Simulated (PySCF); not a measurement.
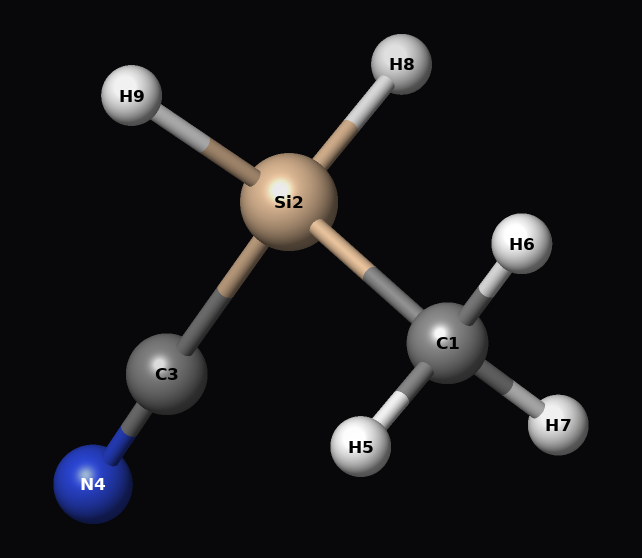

The geometry was computed by an optimisation with PBE0-D3(BJ)/def2-SVP. No frequency run is at hand to confirm it as a minimum. Properties computed with delta-SCF UKS SCAN, pcX-1 on the ionised atom, pcseg-1 elsewhere, spin-free X2C (PySCF 2.14.0).

Give the core-electron binding energies (to vacuum; p and d levels without spin–orbit splitting) of C1 1s, Si2 1s, Si2 2p, C3 1s, N4 1s.

```
atom  level  binding energy (eV)
  C1     1s                291.0
 Si2     1s               1847.7
 Si2     2p                108.2
  C3     1s                291.8
  N4     1s                405.3
```
